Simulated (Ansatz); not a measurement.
# Geometry relaxation, with input and output: C$_{3}$F$_{8}$

- system: C$_{3}$F$_{8}$, SMILES FC(F)(F)C(F)(F)C(F)(F)F
- method: RKS PBE-D4/def2-SVP (Ansatz 0.2.0)

The geometry: force-field start. Figures and captions count atoms from 1; the log counts them from 0 in places.

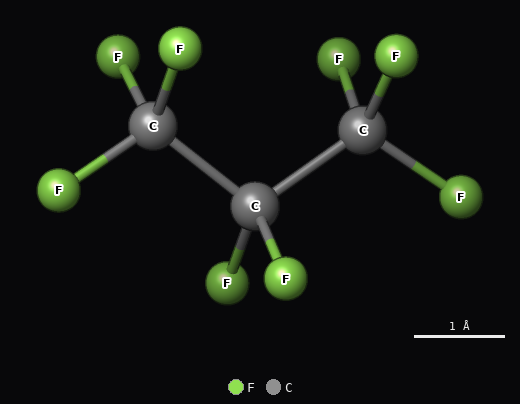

Fig. 1: The input geometry (ball-and-stick view, seen at a tilt). Bond lengths as drawn: C–C 1.49 to 1.52 Å and C–F 1.33 to 1.42 Å.

Results in brief:

```tsv
quantity	value
outcome	converged
total energy	−24803.5320 eV
mean-field energy	−24803.2620 eV
dispersion energy	−0.2700 eV
SCF solution under orbital rotations	stable
largest force (length of the vector) at the end	0.012 eV/Å
dipole moment	0.09 D
hardware	2 CPU threads, shared host
wall time	19 s (CPU time 31 s)
peak memory	0.28 GiB
```

Input file:
```yaml
crystal:
  periodic: [false, false, false]
  atoms:
    - {symbol: F, position_ang: [0.774800, -1.178200, -1.430000]}
    - {symbol: C, position_ang: [-0.362300, -0.389900, -1.130300]}
    - {symbol: F, position_ang: [-1.371000, -1.243300, -0.774400]}
    - {symbol: F, position_ang: [-0.696700, 0.209100, -2.286300]}
    - {symbol: C, position_ang: [-0.062500, 0.635600, -0.087200]}
    - {symbol: F, position_ang: [-1.169200, 1.418300, 0.186900]}
    - {symbol: F, position_ang: [0.923800, 1.516300, -0.489600]}
    - {symbol: C, position_ang: [0.422400, -0.070600, 1.163000]}
    - {symbol: F, position_ang: [0.672800, 0.795800, 2.217100]}
    - {symbol: F, position_ang: [1.505100, -0.818800, 0.986300]}
    - {symbol: F, position_ang: [-0.571800, -0.931400, 1.665200]}
basis:
  gaussian: {orbitals: def2-SVP}
hamiltonian: {xc: pbe, dispersion: d4}
relax: {f_tol: 0.03, max_steps: 200}
```

Launched with:
```bash
ansatz run in.yaml --threads 2 --pin off --events-out ev --progress --plain --max-ram 22528MiB --backend cpu
```

The program's output:
```
Functional definition: PBE
  name "PBE"
  cite "Perdew, Burke & Ernzerhof, Phys. Rev. Lett. 77, 3865 (1996) doi:10.1103/PhysRevLett.77.3865"
  parent pbe
  parameter kappa = 0.804
  parameter beta = 0.06672455060314922
  exchange = pbe_x(kappa = kappa, mu = beta*pi^2/3)
  correlation = pbe_c(beta = beta)
1658 factors; their error is unknown
mean field evaluation 1: about -24799.0167 eV, gradient 5.3e1 eV
mean field evaluation 2: about -24788.5751 eV, gradient 1.0e2 eV
mean field evaluation 4: about -24802.8584 eV, gradient 2.9e0 eV
mean field evaluation 8: about -24802.8709 eV, gradient 1.1e-1 eV
mean field evaluation 16: about -24802.7399 eV, gradient 2.5e-4 eV
mean field -24802.73992164 eV, -911.4838802195 hartree, gradient 5.3e-5 eV, S^2 0.000000; 0 other end points of the search recorded, 0 dependent functions left out
the calculation of the forces begins
reference -24802.73993531 eV, -911.4838807216 hartree; 45, 45 occupied and 109, 109 virtual orbitals, 1658 factors
relax step   1: F+E_penalty+E_count = -24803.01185243 eV  Δ(F+E_penalty+E_count) = +0.000e0 eV  max|allowed force component| = 4.328e0 eV/Å  Δτ_max = 0.0000 Å  (29 SCF iters, accepted)
these checks for a lower state are left out or cut short: starts, cluster_reference, orbital_swaps, neighbouring_geometries, increment
1658 factors; their error is unknown
mean field -24803.16386934 eV, -911.4994600098 hartree, gradient 8.9e-6 eV, S^2 0.000000; 0 other end points of the search recorded, 0 dependent functions left out
the calculation of the forces begins
reference -24803.16388316 eV, -911.4994605180 hartree; 45, 45 occupied and 109, 109 virtual orbitals, 1658 factors
relax step   2: F+E_penalty+E_count = -24803.43437898 eV  Δ(F+E_penalty+E_count) = -4.225e-1 eV  max|allowed force component| = 1.715e0 eV/Å  Δτ_max = 0.0853 Å  (30 SCF iters, accepted)
these checks for a lower state are left out or cut short: starts, cluster_reference, orbital_swaps, neighbouring_geometries, increment
1658 factors; their error is unknown
mean field evaluation 32: about -24803.2573 eV, gradient 1.8e-5 eV
mean field -24803.25725752 eV, -911.5028919624 hartree, gradient 1.8e-5 eV, S^2 0.000000; 0 other end points of the search recorded, 0 dependent functions left out
the calculation of the forces begins
reference -24803.25727150 eV, -911.5028924761 hartree; 45, 45 occupied and 109, 109 virtual orbitals, 1658 factors
relax step   3: F+E_penalty+E_count = -24803.52743734 eV  Δ(F+E_penalty+E_count) = -9.306e-2 eV  max|allowed force component| = 5.097e-1 eV/Å  Δτ_max = 0.0390 Å  (30 SCF iters, accepted)
these checks for a lower state are left out or cut short: starts, cluster_reference, orbital_swaps, neighbouring_geometries, increment
1658 factors; their error is unknown
mean field -24803.26186386 eV, -911.5030612420 hartree, gradient 1.8e-5 eV, S^2 0.000000; 0 other end points of the search recorded, 0 dependent functions left out
the calculation of the forces begins
reference -24803.26187781 eV, -911.5030617548 hartree; 45, 45 occupied and 109, 109 virtual orbitals, 1658 factors
relax step   4: F+E_penalty+E_count = -24803.53171765 eV  Δ(F+E_penalty+E_count) = -4.280e-3 eV  max|allowed force component| = 5.067e-2 eV/Å  Δτ_max = 0.0140 Å  (30 SCF iters, accepted)
these checks for a lower state are left out or cut short: starts, cluster_reference, orbital_swaps, neighbouring_geometries, increment
1658 factors; their error is unknown
mean field -24803.26201404 eV, -911.5030667611 hartree, gradient 1.8e-5 eV, S^2 0.000000; 0 other end points of the search recorded, 0 dependent functions left out
the calculation of the forces begins
reference -24803.26202799 eV, -911.5030672736 hartree; 45, 45 occupied and 109, 109 virtual orbitals, 1658 factors
relax step   5: F+E_penalty+E_count = -24803.53200496 eV  Δ(F+E_penalty+E_count) = -2.873e-4 eV  max|allowed force component| = 1.194e-2 eV/Å  Δτ_max = 0.0080 Å  (31 SCF iters, accepted)
1658 factors; their error is unknown
mean field evaluation 64: about -24803.2620 eV, gradient 1.0e-4 eV
```

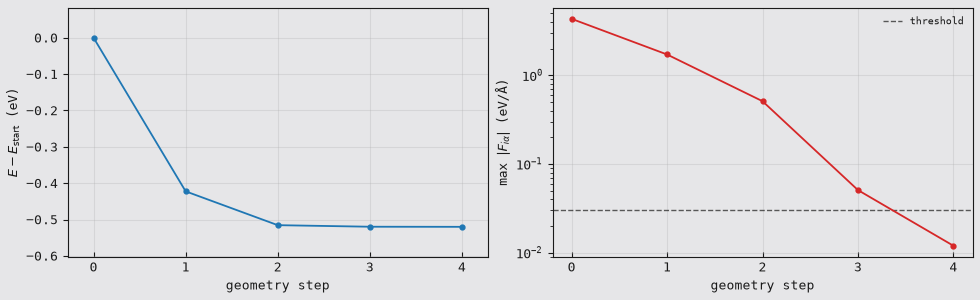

Fig. 2: Progress of the relaxation, step by step (the first geometry is step 0 here and step 1 in the log).

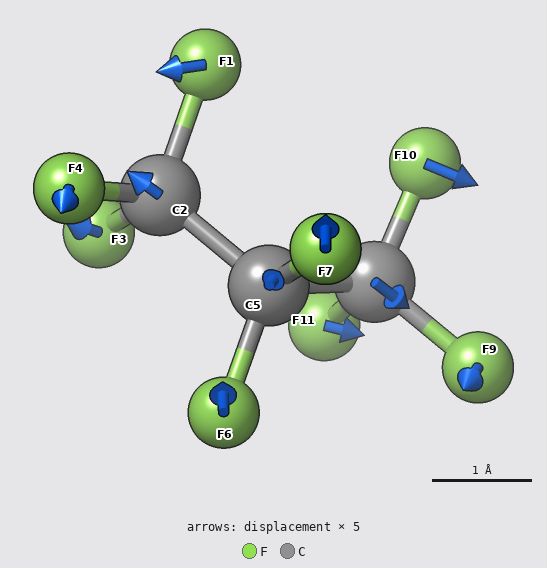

Fig. 3: The starting structure with the displacements as blue arrows, magnified 5 times (ball-and-stick view, seen at a tilt). The two geometries are laid on each other by the best rigid fit. The largest move after the best rigid fit is that of F10, 0.12 Å. Largest moves by element: F 0.12 Å, C 0.11 Å. Among the contacts that change: F1–C2 1.416 → 1.342 Å, C8–F11 1.408 → 1.342 Å, C2–C5 1.493 → 1.557 Å, C8–F9 1.387 → 1.341 Å. Among the angles that change: C2–C5–C8 108.7° → 115.4°, F9–C8–F11 103.8° → 109.0°, C5–C8–F9 113.2° → 109.0°. After 4 geometry steps the energy has fallen by 0.520 eV. The largest force component goes from 4.3 to 0.012 eV/Å. (Atoms are counted from 1 in the order of the input.)

```
mean field -24803.26201404 eV, -911.5030667611 hartree, gradient 2.3e-5 eV, S^2 0.000000; 1 other end points of the search recorded, 0 dependent functions left out
the calculation of the forces begins
reference -24803.26202799 eV, -911.5030672736 hartree; 45, 45 occupied and 109, 109 virtual orbitals, 1658 factors
Total energy: -24803.53201891 eV, -911.5129892571 hartree
Atom 0 at     0.702297    -1.159387    -1.509033 Å, force    -0.000338    -0.002354    -0.002412 eV/Å
Atom 1 at    -0.370986    -0.407672    -1.217035 Å, force    -0.002009     0.003331    -0.006485 eV/Å
Atom 2 at    -1.386677    -1.212222    -0.867828 Å, force    -0.000630    -0.002831    -0.002004 eV/Å
Atom 3 at    -0.722719     0.292507    -2.305030 Å, force    -0.002848    -0.007068    -0.007720 eV/Å
Atom 4 at    -0.041163     0.582674    -0.061187 Å, force    -0.001046     0.011940    -0.001215 eV/Å
Atom 5 at    -1.153674     1.311113     0.195497 Å, force    -0.001112     0.000899     0.000257 eV/Å
Atom 6 at     0.946565     1.406949    -0.484342 Å, force     0.002105     0.000145    -0.000753 eV/Å
Atom 7 at     0.421023    -0.077173     1.271662 Å, force     0.000928     0.004541     0.005887 eV/Å
Atom 8 at     0.643088     0.883263     2.180477 Å, force     0.002687    -0.004635     0.009201 eV/Å
Atom 9 at     1.554569    -0.770048     1.082288 Å, force     0.001429    -0.001584     0.002491 eV/Å
Atom 10 at    -0.526922    -0.907104     1.735231 Å, force     0.000835    -0.002384     0.002752 eV/Å
Dipole moment:     0.001609    -0.018520     0.001941 e Å
```

Trajectory as extended XYZ (Å, eV, eV/Å), 5 frames, from step=1 to step=5:
```
11
Properties=species:S:1:pos:R:3:forces:R:3 step=1 energy=-24803.01185
F     0.7748   -1.1782   -1.4300   -1.5950   1.2105   0.7735
C    -0.3623   -0.3899   -1.1303    0.0676  -2.4710  -3.0777
F    -1.3710   -1.2433   -0.7744    0.9776   0.9757  -0.1609
F    -0.6967    0.2091   -2.2863   -0.1203   0.0238   0.3655
C    -0.0625    0.6356   -0.0872    0.3110   2.3572   0.9937
F    -1.1692    1.4183    0.1869    0.7255  -1.1442  -0.2198
F     0.9238    1.5163   -0.4896   -0.5707  -1.0330  -0.0354
C     0.4224   -0.0706    1.1630   -0.6628  -0.9377   4.3277
F     0.6728    0.7958    2.2171   -0.1811  -0.4360  -1.6093
F     1.5051   -0.8188    0.9863    0.1345   0.3473  -0.3717
F    -0.5718   -0.9314    1.6652    0.9137   1.1073  -0.9856
11
Properties=species:S:1:pos:R:3:forces:R:3 step=2 energy=-24803.43438
F     0.7378   -1.1585   -1.4745   -0.9445   0.6268   0.2468
C    -0.3773   -0.3916   -1.1958    0.4955  -1.3035  -0.9288
F    -1.3832   -1.2188   -0.8402    0.3385   0.3518  -0.1483
F    -0.7174    0.2645   -2.3148    0.0137  -0.0382   0.3327
C    -0.0476    0.5856   -0.0655    0.0180   1.3591   0.0905
F    -1.1586    1.3342    0.1972    0.2408  -0.3936   0.0049
F     0.9317    1.4392   -0.4916   -0.1831  -0.4143   0.0543
C     0.4317   -0.0763    1.2388   -0.7473  -0.2566   1.7150
F     0.6692    0.8661    2.2024   -0.1980  -0.5948  -0.9049
F     1.5369   -0.7884    1.0532    0.1718  -0.0181  -0.0633
F    -0.5577   -0.9131    1.7115    0.7945   0.6813  -0.3989
11
Properties=species:S:1:pos:R:3:forces:R:3 step=3 energy=-24803.52744
F     0.7067   -1.1596   -1.4981    0.0334  -0.0690  -0.0123
C    -0.3691   -0.4125   -1.2147    0.0076   0.3384   0.1028
F    -1.3848   -1.2118   -0.8620   -0.0268  -0.0690   0.0110
F    -0.7187    0.2812   -2.3074   -0.0253  -0.0023  -0.0783
C    -0.0436    0.5982   -0.0625    0.0373  -0.5097   0.0611
F    -1.1552    1.3193    0.1970   -0.0771   0.0594   0.0047
F     0.9403    1.4195   -0.4863    0.0712   0.0662  -0.0204
C     0.4208   -0.0821    1.2703   -0.0413   0.2819  -0.1816
F     0.6494    0.8726    2.1829    0.0202   0.0218   0.0789
F     1.5505   -0.7756    1.0722    0.0274  -0.0507   0.0101
F    -0.5309   -0.9064    1.7293   -0.0267  -0.0668   0.0241
11
Properties=species:S:1:pos:R:3:forces:R:3 step=4 energy=-24803.53172
F     0.7015   -1.1599   -1.5073    0.0250   0.0055  -0.0013
C    -0.3713   -0.4065   -1.2182   -0.0024  -0.0447  -0.0153
F    -1.3861   -1.2118   -0.8684   -0.0187   0.0078   0.0116
F    -0.7227    0.2871   -2.3109    0.0084   0.0176   0.0394
C    -0.0416    0.5844   -0.0612   -0.0037   0.0507  -0.0079
F    -1.1543    1.3125    0.1957   -0.0099  -0.0073   0.0055
F     0.9442    1.4108   -0.4844    0.0158  -0.0070  -0.0040
C     0.4218   -0.0757    1.2724    0.0033  -0.0399   0.0257
F     0.6469    0.8795    2.1864   -0.0133   0.0078  -0.0403
F     1.5534   -0.7715    1.0822    0.0172   0.0091  -0.0162
F    -0.5265   -0.9060    1.7344   -0.0218   0.0004   0.0029
11
Properties=species:S:1:pos:R:3:forces:R:3 step=5 energy=-24803.53201
F     0.7023   -1.1594   -1.5090   -0.0003  -0.0024  -0.0024
C    -0.3710   -0.4077   -1.2170   -0.0020   0.0033  -0.0065
F    -1.3867   -1.2122   -0.8678   -0.0006  -0.0028  -0.0020
F    -0.7227    0.2925   -2.3050   -0.0028  -0.0071  -0.0077
C    -0.0412    0.5827   -0.0612   -0.0010   0.0119  -0.0012
F    -1.1537    1.3111    0.1955   -0.0011   0.0009   0.0003
F     0.9466    1.4069   -0.4843    0.0021   0.0001  -0.0008
C     0.4210   -0.0772    1.2717    0.0009   0.0045   0.0059
F     0.6431    0.8833    2.1805    0.0027  -0.0046   0.0092
F     1.5546   -0.7700    1.0823    0.0014  -0.0016   0.0025
F    -0.5269   -0.9071    1.7352    0.0008  -0.0024   0.0028
```

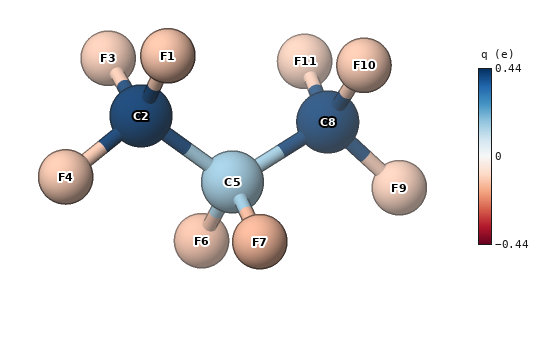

Fig. 4: Mulliken charges, as the colour of each atom (ball-and-stick view, seen at a tilt; atoms are numbered from 1 in the order of the input; Mulliken charges depend strongly on the basis). By element: F −0.14 to −0.12 and C +0.17 to +0.42 e.
